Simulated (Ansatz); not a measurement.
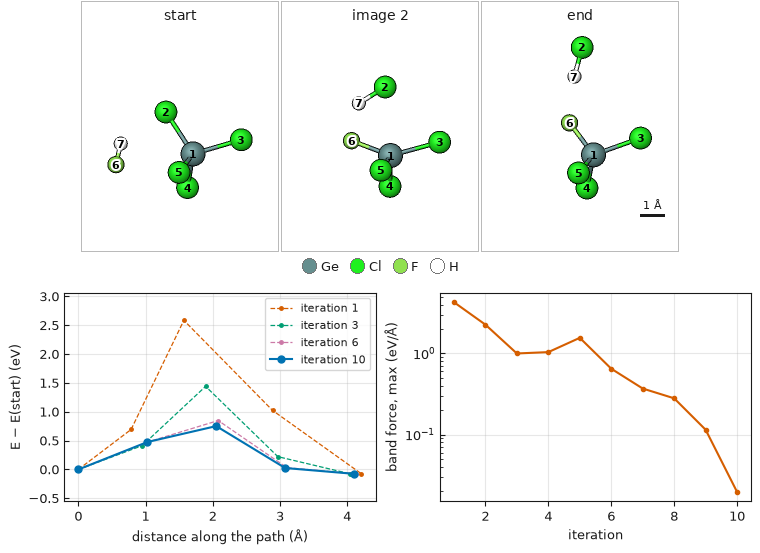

A search for the minimum-energy path of GeHCl4F, made up at the start of GeCl4 and HF by the nudged elastic band. Images are numbered from 0 (start) to 4 (end). The plot follows the band through its iterations. Style: ball-and-stick. Shown at a tilt.

The calculation used RKS B3LYP/def2-SVP (Ansatz 0.2.0). Set-up: 3 movable images; no climbing image; force threshold 0.03 eV/Å; iteration limit 60; starting path through a guess of the saddle point.

**Judge this run.**

The run is converged, with reservations. The band converged in 10 iterations. The largest component of the band force went from 4.3 to 0.02 eV/Å. No image climbed, so the highest image needn't lie on the saddle point, and the true maximum along this path can be higher. So few images resolve the path coarsely. The first iteration put the highest image at 2.59 eV. The highest point, image 2, lies 0.75 eV above the start and 0.83 eV above the end; the end is at −0.08 eV relative to the start.

Limits of the set-up: the start holds two separate molecules, 2.4 Å apart at their closest, whose relative position is a soft coordinate and is computed without a dispersion correction.
